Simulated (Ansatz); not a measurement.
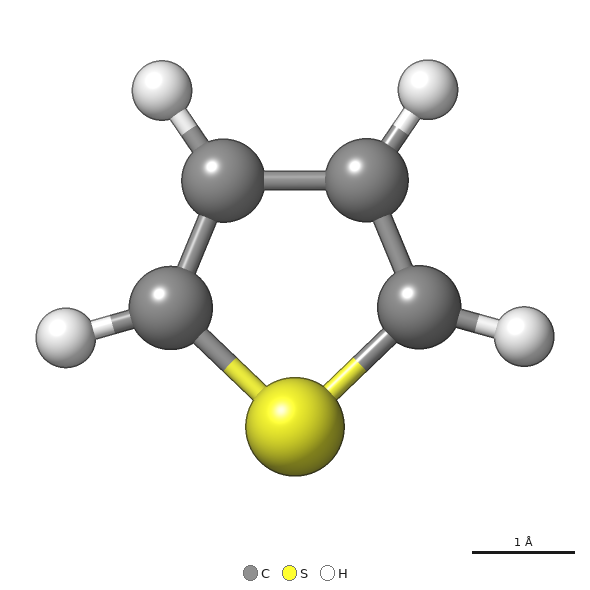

The picture shows the input geometry.

The calculation was set up as follows.

```yaml
crystal:
  periodic: [false, false, false]
  atoms:
    - {symbol: C, position_ang: [0.196375, 0.971471, 0.010174]}
    - {symbol: C, position_ang: [0.977740, -0.206776, 0.103982]}
    - {symbol: C, position_ang: [0.222196, -1.339676, 0.031905]}
    - {symbol: S, position_ang: [-1.432840, -0.973603, -0.149357]}
    - {symbol: C, position_ang: [-1.133415, 0.704495, -0.130860]}
    - {symbol: H, position_ang: [0.602187, 1.973736, 0.045667]}
    - {symbol: H, position_ang: [2.053371, -0.214553, 0.219893]}
    - {symbol: H, position_ang: [0.551971, -2.366284, 0.075841]}
    - {symbol: H, position_ang: [-1.948984, 1.404990, -0.224445]}
basis:
  gaussian: {orbitals: cc-pVTZ-DK}
magnetization: {spin_polarized: true, initial_magnetization: 2}
hamiltonian: {xc: {name: revPBE}, dispersion: d3bj}
```

Command:

```sh
ansatz run in.yaml --threads 4 --pin off --events-out ev --progress --plain --max-ram 10444MiB
```

What the program printed:

```
Functional definition: revPBE
  name "revPBE"
  cite "Zhang & Yang, Phys. Rev. Lett. 80, 890 (1998) doi:10.1103/PhysRevLett.80.890"
  cite "Perdew, Burke & Ernzerhof, Phys. Rev. Lett. 77, 3865 (1996) doi:10.1103/PhysRevLett.77.3865"
  parameter kappa = 1.245
  parameter beta = 0.06672455060314922
  exchange = pbe_x(kappa = kappa, mu = beta*pi^2/3)
  correlation = pbe_c(beta = beta)
1170 factors; their error is unknown
mean field evaluation 1: about -15057.1925 eV, gradient 5.8e1 eV
mean field evaluation 2: about -14994.0971 eV, gradient 1.2e2 eV
mean field evaluation 4: about -15071.3597 eV, gradient 2.2e1 eV
mean field evaluation 8: about -15074.4518 eV, gradient 9.9e-1 eV
mean field evaluation 16: about -15074.4240 eV, gradient 1.5e-2 eV
mean field evaluation 32: about -15071.8424 eV, gradient 1.0e1 eV
mean field evaluation 64: about -15073.6298 eV, gradient 4.2e0 eV
mean field -15074.42397360 eV, -553.9748632182 hartree, gradient 5.1e-6 eV, S^2 2.005944; 6 other end points of the search recorded, 0 dependent functions left out
reference -15074.42401527 eV, -553.9748647494 hartree; 23, 21 occupied and 187, 189 virtual orbitals, 1170 factors
Total energy: -15075.02224027 eV, -553.9968491129 hartree
Relativity: scalar
```

The run converged.

The spin state was imposed, and no run here compares it with a lower spin, which may lie lower.
